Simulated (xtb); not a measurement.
Molecular dynamics of CH2ClNSn

The run: molecular dynamics of CH2ClNSn. Method and program: GFN2-xTB (xtb 6.7.1).

The starting geometry was optimised with GFN2-xTB.

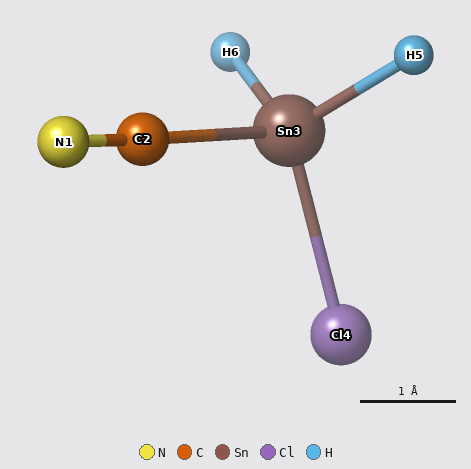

The starting structure (ball-and-stick view, seen at a tilt; atoms are numbered from 1 in the order of the input). Sticks mark near contacts. Bond lengths as drawn: Cl–Sn 2.28 Å, C–N 1.14 Å, C–Sn 2.12 Å and H–Sn 1.69 Å.

**Summary**

| quantity | value |
| --- | --- |
| outcome | finished |
| trajectory | 10 frames kept, 180 fs |
| electrons treated | 22 |
| potential energy (first step) | −12.690198 hartree |
| dispersion energy (first step) | −0.003826 hartree |
| basis functions (first step) | 30 |
| hardware | 1 thread of Intel Xeon @ 2.50GHz (Skylake/Cascade Lake), 189 GiB of memory available, shared host |
| wall time | 0.84 s |
| peak memory | 0.071 GiB |

**Remarks**

Settings chosen away from the usual ones: method = gfn2-xtb; task = md; geo = {"prev": "A"}; x = {"md_temperature": 500, "md_time": 0.2, "time_step": 2, "md_dump": 20, "hydrogen_mass": 1, "shake": 0, "nvt": "false"}. These settings are looser than, or depart from, a standard set-up, so the numbers are not reference values for this system. So short a trajectory is not equilibrated.

**Input (mol.coord)**
```
$coord
      3.426092361208     -3.031782108043      2.056607838691  n
      1.981623506066     -1.688092347128      1.181702437512  c
     -0.656207396776      0.860845838812     -0.414889370662  sn
     -3.702521498718     -1.491182884942     -2.367637861544  cl
      0.928214575155      2.661301301310     -2.531930650819  h
     -1.897833049700      2.567778755403      1.989012335214  h
$end
```

**File input.inp**
```
$md
   temp=500
   time=0.2
   step=2
   dump=20
   hmass=1
   shake=0
   nvt=false
$end
```

Launched with:
```bash
xtb mol.coord --md --input input.inp --gfn 2 > xtb.out
```

**Output**
```
* xtb version 6.7.1
   ID    Z sym.   atoms
    1    7 n      1
    2    6 c      2
    3   50 sn     3
    4   17 cl     4
    5    1 h      5, 6

           -------------------------------------------------
          |                Calculation Setup                |
           -------------------------------------------------

          program call               : xtb mol.coord --md --input input.inp --gfn 2
          coordinate file            : mol.coord
          omp threads                :                     1

           -------------------------------------------------
          |                 G F N 2 - x T B                 |
           -------------------------------------------------

      * Hamiltonian:
        H0-scaling (s, p, d)           1.850000    2.230000    2.230000
        zeta-weighting                 0.500000
      * Dispersion:
        s8                             2.700000
        a1                             0.520000
        a2                             5.000000
        s9                             5.000000
      * Repulsion:
        kExp                           1.500000    1.000000
        rExp                           1.000000
      * Coulomb:
        alpha                          2.000000
        third order                    shell-resolved
        anisotropic                    true
        a3                             3.000000
        a5                             4.000000
        cn-shift                       1.200000
        cn-exp                         4.000000
        max-rad                        5.000000

          ...................................................
          :                      SETUP                      :
          :.................................................:
          :  # basis functions                  30          :
          :  # atomic orbitals                  28          :
          :  # shells                           12          :
          :  # electrons                        22          :
          :  max. iterations                   250          :
          :  Hamiltonian                  GFN2-xTB          :
          :  restarted?                      false          :
          :  GBSA solvation                  false          :
          :  PC potential                    false          :
          :  electronic temp.          300.0000000     K    :
          :  accuracy                    1.0000000          :
          :  -> integral cutoff          0.2500000E+02      :
          :  -> integral neglect         0.1000000E-07      :
          :  -> SCF convergence          0.1000000E-05 Eh   :
          :  -> wf. convergence          0.1000000E-03 e    :
          :  Broyden damping             0.4000000          :
          :  net charge                          0          :
          :  unpaired electrons                  0          :
          ...................................................

 iter      E             dE          RMSdq      gap      omega  full diag
   1    -12.1611479 -0.121611E+02  0.135E+01    2.96       0.0  T
   2    -12.1704901 -0.934225E-02  0.159E+01    4.52       1.0  T
   3    -12.7799915 -0.609501E+00  0.609E+00    5.05       1.0  T
   4    -12.7899202 -0.992867E-02  0.375E+00    4.98       1.0  T
   5    -12.7993266 -0.940639E-02  0.189E+00    4.71       1.0  T
   6    -12.8059098 -0.658319E-02  0.151E+00    4.77       1.0  T
   7    -12.8083160 -0.240624E-02  0.451E-01    4.81       1.0  T
   8    -12.8084079 -0.918302E-04  0.121E-01    4.80       1.0  T
   9    -12.8084145 -0.667928E-05  0.899E-02    4.81       1.0  T
  10    -12.8084236 -0.904652E-05  0.375E-02    4.81       1.1  T
  11    -12.8084251 -0.149797E-05  0.322E-02    4.81       1.3  T
  12    -12.8084258 -0.693333E-06  0.187E-02    4.81       2.2  T
  13    -12.8084262 -0.475671E-06  0.119E-02    4.81       3.4  T
  14    -12.8084264 -0.111834E-06  0.835E-04    4.81      48.9  T
  15    -12.8084264 -0.538355E-09  0.663E-04    4.81      61.6  T

   *** convergence criteria satisfied after 15 iterations ***

         #    Occupation            Energy/Eh            Energy/eV
      -------------------------------------------------------------
         1        2.0000           -1.0660871             -29.0097
       ...           ...                  ...                  ...
         5        2.0000           -0.5090332             -13.8515
         6        2.0000           -0.5084800             -13.8364
         7        2.0000           -0.4785467             -13.0219
         8        2.0000           -0.4751433             -12.9293
         9        2.0000           -0.4540463             -12.3552
        10        2.0000           -0.4465046             -12.1500
        11        2.0000           -0.4352452             -11.8436 (HOMO)
        12                         -0.2584713              -7.0334 (LUMO)
        13                         -0.2573647              -7.0032
        14                         -0.2458209              -6.6891
        15                         -0.1737859              -4.7290
        16                         -0.1378358              -3.7507
       ...                                ...                  ...
        28                          0.9582538              26.0754
      -------------------------------------------------------------
                  HL-Gap            0.1767739 Eh            4.8103 eV
             Fermi-level           -0.3468582 Eh           -9.4385 eV

 SCC (total)                   0 d,  0 h,  0 min,  0.008 sec
 SCC setup                      ...        0 min,  0.000 sec (  1.247%)
 Dispersion                     ...        0 min,  0.000 sec (  0.541%)
 classical contributions        ...        0 min,  0.000 sec (  0.261%)
 integral evaluation            ...        0 min,  0.001 sec ( 11.526%)
 iterations                     ...        0 min,  0.004 sec ( 54.001%)
 molecular gradient             ...        0 min,  0.002 sec ( 29.778%)
 printout                       ...        0 min,  0.000 sec (  2.257%)

         :::::::::::::::::::::::::::::::::::::::::::::::::::::
         ::                     SUMMARY                     ::
         :::::::::::::::::::::::::::::::::::::::::::::::::::::
         :: total energy             -12.690198434742 Eh    ::
         :: gradient norm              0.000123390010 Eh/a0 ::
         :: HOMO-LUMO gap              4.810262049815 eV    ::
         ::.................................................::
         :: SCC energy               -12.808423206146 Eh    ::
         :: -> isotropic ES            0.006269330031 Eh    ::
         :: -> anisotropic ES          0.001020899052 Eh    ::
         :: -> anisotropic XC          0.015511778251 Eh    ::
         :: -> dispersion             -0.003826481914 Eh    ::
         :: repulsion energy           0.118224771404 Eh    ::
         :: add. restraining           0.000000000000 Eh    ::
         :: total charge               0.000000000000 e     ::
         :::::::::::::::::::::::::::::::::::::::::::::::::::::

           -------------------------------------------------
          |                Property Printout                |
           -------------------------------------------------

    * Orbital Energies and Occupations

         #    Occupation            Energy/Eh            Energy/eV
      -------------------------------------------------------------
         1        2.0000           -1.0660871             -29.0097
         2        2.0000           -0.8089333             -22.0122
         3        2.0000           -0.6650343             -18.0965
         4        2.0000           -0.5272870             -14.3482
         5        2.0000           -0.5090332             -13.8515
         6        2.0000           -0.5084800             -13.8364
         7        2.0000           -0.4785467             -13.0219
         8        2.0000           -0.4751433             -12.9293
         9        2.0000           -0.4540463             -12.3552
        10        2.0000           -0.4465046             -12.1500
        11        2.0000           -0.4352452             -11.8436 (HOMO)
        12                         -0.2584713              -7.0334 (LUMO)
        13                         -0.2573647              -7.0032
        14                         -0.2458209              -6.6891
        15                         -0.1737859              -4.7290
        16                         -0.1378358              -3.7507
        17                         -0.1158209              -3.1516
        18                         -0.0647779              -1.7627
        19                         -0.0263063              -0.7158
        20                          0.0081492               0.2218
        21                          0.0082230               0.2238
        22                          0.0108394               0.2950
       ...                                ...                  ...
        28                          0.9582538              26.0754
      -------------------------------------------------------------
                  HL-Gap            0.1767739 Eh            4.8103 eV
             Fermi-level           -0.3468582 Eh           -9.4385 eV

     #   Z          covCN         q      C6AA      α(0)
     1   7 n        0.915    -0.161    24.453     7.150
     2   6 c        1.795     0.052    29.879     8.834
     3  50 sn       3.556     0.217   324.916    32.948
     4  17 cl       0.810    -0.163   104.155    15.612
     5   1 h        0.928     0.027     2.622     2.532
     6   1 h        0.928     0.027     2.622     2.532

 Mol. C6AA /au·bohr⁶  :       1741.298725
 Mol. C8AA /au·bohr⁸  :     109327.857119
 Mol. α(0) /au        :         69.608130

Wiberg/Mayer (AO) data.
largest (>0.10) Wiberg bond orders for each atom

 ---------------------------------------------------------------------------
     #   Z sym  total        # sym  WBO       # sym  WBO       # sym  WBO
 ---------------------------------------------------------------------------
     1   7 n    3.099 --     2 c    2.937
     2   6 c    3.866 --     1 n    2.937     3 sn   0.683
     3  50 sn   3.123 --     4 cl   1.020     2 c    0.683     6 h    0.670
                             5 h    0.670
     4  17 cl   1.300 --     3 sn   1.020
     5   1 h    0.999 --     3 sn   0.670     6 h    0.121
     6   1 h    0.999 --     3 sn   0.670     5 h    0.121
 ---------------------------------------------------------------------------

Topologies differ in total number of bonds
Writing topology from bond orders to xtbtopo.mol

molecular dipole:
                 x           y           z       tot (Debye)
 q only:       -0.012       0.972       0.012
   full:       -0.462       1.069      -0.267       3.037
molecular quadrupole (traceless):
                xx          xy          yy          xz          yz          zz
 q only:       -2.523       0.608       1.295      -3.821       0.299       1.228
  q+dip:       -2.555       2.412       0.823      -4.253       1.398       1.733
   full:       -2.779       3.114       0.753      -4.750       1.823       2.026

           -------------------------------------------------
          | TOTAL ENERGY              -12.690198434742 Eh   |
          | GRADIENT NORM               0.000123390010 Eh/α |
          | HOMO-LUMO GAP               4.810262049815 eV   |
           -------------------------------------------------
           -------------------------------------------------
          |               Molecular Dynamics                |
           -------------------------------------------------
 trajectories on xtb.trj or xtb.trj.<n>

 MD time /ps        :    0.20
 dt /fs             :    2.00
 SCC accuracy       :    2.00
 temperature /K     :  500.00
 max steps          :   100
 block length (av.) :  2500
 dumpstep(trj) /fs  :   20.00    10
 dumpstep(coords)/fs: 1000.00   500
 H atoms mass (amu) :     1
 # deg. of freedom  :    18
 SHAKE off
         time (ps)    <Epot>      Ekin   <T>   T     Etot       error
      0    0.00      0.00000   0.0570    0.    0.   -12.63320    0.0000
 average properties
 Epot               :  -12.535166282962415
 Epot (accurate SCC):  -12.654291593628312
 Ekin               :   2.2876631196435918E-002
 Etot               :  -12.512289651765979
 T                  :   802.65284360283817
 normal exit of md()

------------------------------------------------------------------------
------------------------------------------------------------------------
 total:
 *  cpu-time:     0 d,  0 h,  0 min,  0.801 sec
 * ratio c/w:     0.996 speedup
 SCF:
 *  cpu-time:     0 d,  0 h,  0 min,  0.008 sec
 * ratio c/w:     0.978 speedup
 MD:
 *  cpu-time:     0 d,  0 h,  0 min,  0.778 sec
 * ratio c/w:     0.997 speedup
```

**Trajectory as extended XYZ (Å, eV, eV/Å), 10 frames, from step=0 to step=9**
```
6
Properties=species:S:1:pos:R:3 step=0 time_fs=0.0 energy=-345.31789
N     1.8130   -1.6043    1.0883
C     1.0486   -0.8933    0.6253
Sn   -0.3473    0.4555   -0.2195
Cl   -1.9593   -0.7891   -1.2529
H     0.4912    1.4083   -1.3398
H    -1.0043    1.3588    1.0525
6
Properties=species:S:1:pos:R:3 step=1 time_fs=20.0 energy=-344.23390
N     1.7489   -1.5762    0.9194
C     0.9260   -0.7930    0.7806
Sn   -0.3318    0.4423   -0.2137
Cl   -1.9401   -0.8148   -1.2596
H     0.6795    1.7103   -1.7904
H    -1.0075    1.3806    0.7955
6
Properties=species:S:1:pos:R:3 step=2 time_fs=40.0 energy=-344.21491
N     1.8114   -1.6697    0.8841
C     0.9859   -0.8790    0.9097
Sn   -0.3539    0.4698   -0.2253
Cl   -1.9284   -0.8430   -1.2544
H     1.3517    1.5172   -1.7109
H    -1.0706    1.6526    0.8531
6
Properties=species:S:1:pos:R:3 step=3 time_fs=60.0 energy=-344.96576
N     1.8639   -1.7559    0.9769
C     1.0438   -0.9720    0.8078
Sn   -0.3617    0.5025   -0.2304
Cl   -1.9276   -0.8778   -1.2545
H     0.8772    1.0760   -1.1690
H    -1.1295    1.7762    0.8382
6
Properties=species:S:1:pos:R:3 step=4 time_fs=80.0 energy=-344.58498
N     1.7949   -1.7303    1.1074
C     1.0607   -1.0285    0.5625
Sn   -0.3544    0.5055   -0.2223
Cl   -1.9211   -0.8949   -1.2499
H     0.7574    1.4088   -1.5114
H    -1.3370    2.0169    1.1793
6
Properties=species:S:1:pos:R:3 step=5 time_fs=100.0 energy=-344.67091
N     1.6519   -1.6505    1.1513
C     1.0691   -0.9980    0.4352
Sn   -0.3407    0.4940   -0.2218
Cl   -1.9079   -0.8935   -1.2350
H     0.1227    1.8908   -1.6226
H    -0.8973    1.3645    1.6077
6
Properties=species:S:1:pos:R:3 step=6 time_fs=120.0 energy=-344.31875
N     1.5605   -1.6307    1.1499
C     1.0883   -0.8788    0.4156
Sn   -0.3398    0.4791   -0.2253
Cl   -1.8928   -0.8781   -1.2125
H     0.1737    1.9506   -1.3011
H    -0.5436    0.8162    1.1672
6
Properties=species:S:1:pos:R:3 step=7 time_fs=140.0 energy=-344.36599
N     1.5783   -1.6718    1.1336
C     1.1765   -0.8559    0.4582
Sn   -0.3495    0.4728   -0.2369
Cl   -1.8925   -0.8613   -1.2021
H     0.5600    1.9907   -1.2455
H    -1.0992    1.2318    1.8334
6
Properties=species:S:1:pos:R:3 step=8 time_fs=160.0 energy=-344.51179
N     1.7172   -1.7503    1.1101
C     1.1751   -0.8912    0.5723
Sn   -0.3506    0.4878   -0.2318
Cl   -1.9252   -0.8700   -1.2271
H     0.4673    1.4784   -1.2992
H    -1.6423    1.7865    1.1266
6
Properties=species:S:1:pos:R:3 step=9 time_fs=180.0 energy=-344.99121
N     1.8686   -1.7367    1.0218
C     1.0458   -0.9732    0.7765
Sn   -0.3524    0.5014   -0.2262
Cl   -1.9570   -0.8871   -1.2613
H     0.6539    1.3554   -1.6615
H    -1.0576    1.6977    0.8227
```

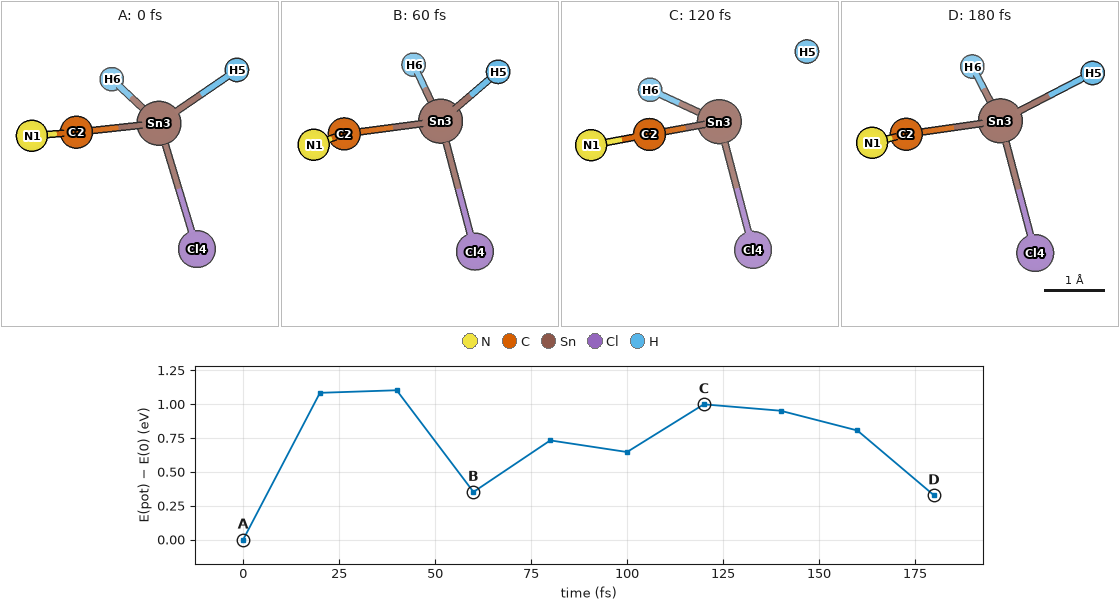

Frames of the molecular dynamics (ball-and-stick, seen at a tilt) above the curves, on which the letters mark them. The trajectory kept here has 10 frames over 180 fs. The potential energy ends 0.327 eV above its first value. After an unweighted best fit of the last frame on the first, the root-mean-square displacement is 0.18 Å.
